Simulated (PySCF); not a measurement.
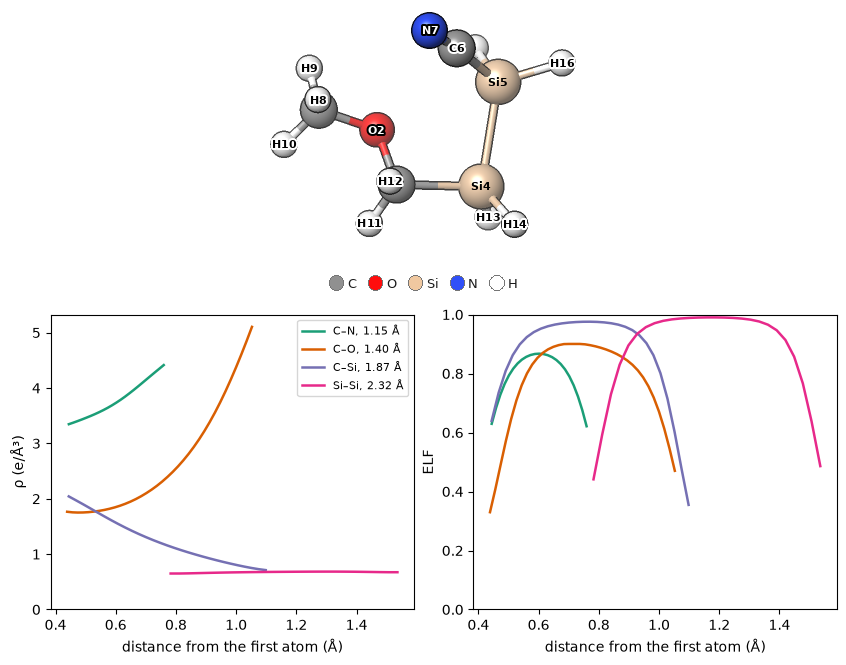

C$_{3}$H$_{9}$NOSi$_{2}$ (SMILES COC[SiH2][SiH2]C#N). Total electron density and electron localisation function along straight lines between neighbouring atoms. The curves leave out the atomic cores. The structure is drawn too.

Geometry: GFN2-xTB.

Theory: CAM-B3LYP/def2-SVPD, SCF density, gas phase (PySCF 2.14.0).

Input file:

```
{"job": {"kind": "uv", "xc": "CAM-B3LYP", "basis": "def2-SVPD", "nstates": 8, "ntriplets": 3}, "charge": 0, "multiplicity": 1}
C     -1.664969     1.377185    -0.088527
O     -0.803415     0.295593    -0.327151
C     -0.997666    -0.810661     0.541709
Si     0.555248    -1.860382     0.176291
Si     2.015899    -0.119673    -0.281063
C      1.676918     1.229569     0.967291
N      1.405412     2.025883     1.745749
H     -1.514071     1.780397     0.919904
H     -1.421934     2.142262    -0.823298
H     -2.713282     1.076786    -0.201850
H     -1.957062    -1.296408     0.329400
H     -1.028055    -0.469110     1.584284
H      0.282547    -2.741309    -0.965958
H      0.825075    -2.738200     1.322940
H      1.890904     0.541081    -1.582231
H      3.440852    -0.424069    -0.061417
```

Run with:

```sh
OMP_NUM_THREADS=1 python probes_run.py task.json out
```

What kind of bonding do the profiles show?

C–N (1.15 Å): ρ at the midpoint is about 3.6 e/Å³; the ELF peaks at about 0.85 between the atoms (a multiple bond).
C–O (1.40 Å): ρ at the midpoint is about 2.1 e/Å³, with its minimum of 1.8 e/Å³ about 0.5 Å from C; the ELF peaks at about 0.90 between the atoms (a shared but strongly polarised pair).
C–Si (1.87 Å): ρ at the midpoint is about 0.89 e/Å³; the ELF peaks at about 1 between the atoms, as expected for a covalent bond.
Si–Si (2.32 Å): ρ at the midpoint is about 0.68 e/Å³; the ELF peaks at about 1 between the atoms, as expected for a covalent bond.
